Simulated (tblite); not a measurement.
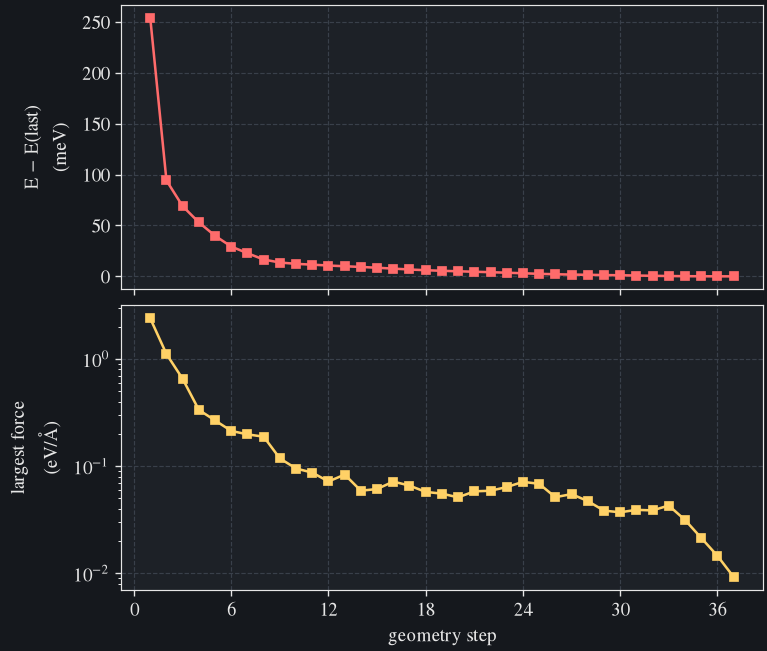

History of a geometry optimisation.

C₆H₆F₃N₃ (SMILES C=Cn1nc(C)c(C(F)(F)F)n1); tblite, GFN2-xTB geometry optimisation, gas phase.

How did the optimisation end?

The optimisation met its thresholds at geometry 37, counting the start as the first. The energy fell by about 250 meV from the first step to the last. The largest force goes from about 2.4 eV/Å at the start to 9 × 10⁻³ eV/Å at the end.
